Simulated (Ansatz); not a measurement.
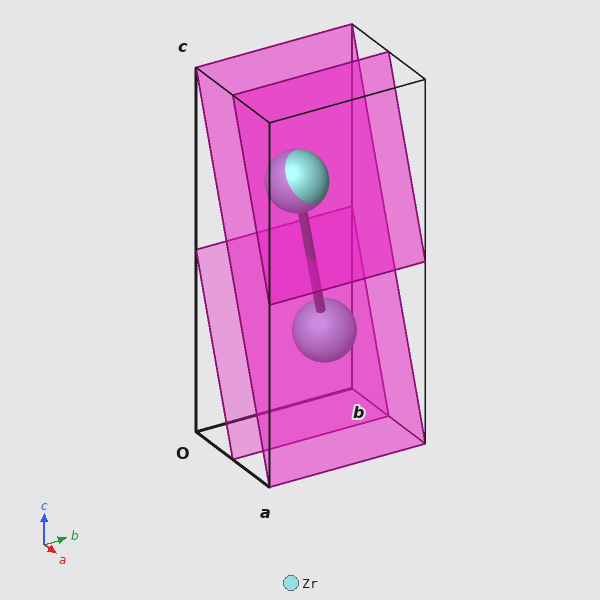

For Zr, the end point of a relaxation with DFT PBE+D3(BJ), scalar-relativistic, plane waves, PAW in Ansatz: every member of one family of equally spaced planes, hx + ky + lz = a whole number, that cuts the unit cell is shaded (one member passes through the origin O, touching the cell only at an edge or corner). Geometry calculated from the standardised cell; symmetry tolerance 0.002 Å.

a = 3.183 Å, b = 3.183 Å, c = 5.115 Å, α = 90.00°, β = 90.00°, γ = 120.00°.

Q: Index the planes.

A: (2 0 2), in four indices (2 0 −2 2); the opposite sign names the same planes. The member next to the origin meets the axes a at 1/2, b never, c at 1/2.

Q: What is the spacing?

A: d = 1.213 Å.

Q: Which atoms of the cell lie in these planes (within 0.03 Å)?

A: No atom.

Q: The space group is P6_3/mmc, No. 194. How many reflections hkl are equivalent to this one (itself included), and does it occur?

A: 12 reflections are equivalent in the Laue class 6/mmm. The space group allows the reflection.
